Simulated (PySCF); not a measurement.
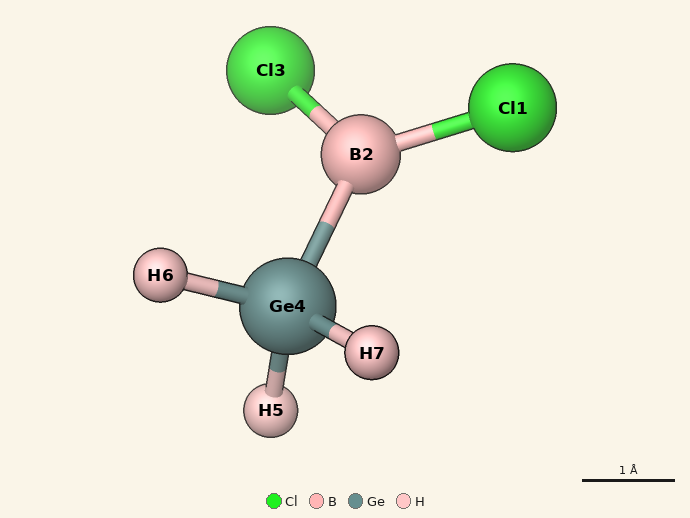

Orthographic view. Depth is shown by fading: the farther an atom, the more it takes the colour of the background. Computed geometry: PBE0-D3(BJ)/def2-SVP optimisation. No frequency run is at hand to confirm it as a minimum.

Give the geometry as a Z-matrix, atoms in numerical order, with these reference atoms: 2 to 1; 3 to 2, 1; 4 to 2, 1, 3; 5 to 4, 2, 1; 6 to 4, 5, 2; 7 to 4, 6, 5.

```
Cl 
B    1   1.747
Cl   2   1.749   1   118.4
Ge   2   2.068   1   121.7   3   179.1
H    4   1.542   2   109.0   1  -108.6
H    4   1.540   5   107.7   2   119.5
H    4   1.538   6   109.3   5  -117.9
```
